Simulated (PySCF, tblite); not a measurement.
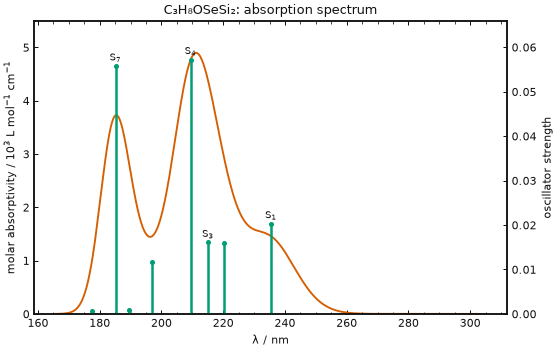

Computed absorption of C₃H₈OSeSi₂, SMILES [SiH3]C[Si@]1([SeH])C=CO1. Vertical TDDFT excitations, CAM-B3LYP/def2-SVPD in PySCF, at a GFN2-xTB geometry (a minimum by its frequencies), gas phase. Only the first 8 singlet excitations are included; each is broadened by a Gaussian of 1/e half-width 0.25 eV. Sticks give oscillator strengths (right axis).

### Which of the computed transitions is the brightest, and what character does the calculation give it?

S4 at 5.92 eV (209 nm), f = 0.057, mixed, the largest part being HOMO−1 → LUMO (39 %).

### Where is the lowest singlet, and is it bright?

S1 lies at 5.26 eV (236 nm) with f = 0.020, mainly HOMO → LUMO (51 %); it is weak.

Caveats: the tight-binding geometry is rougher than a DFT one and adds to the error; spin-orbit coupling is left out, and with Se it can shift these levels and split any degenerate set; one conformer of a flexible molecule; core orbitals are frozen in the response.
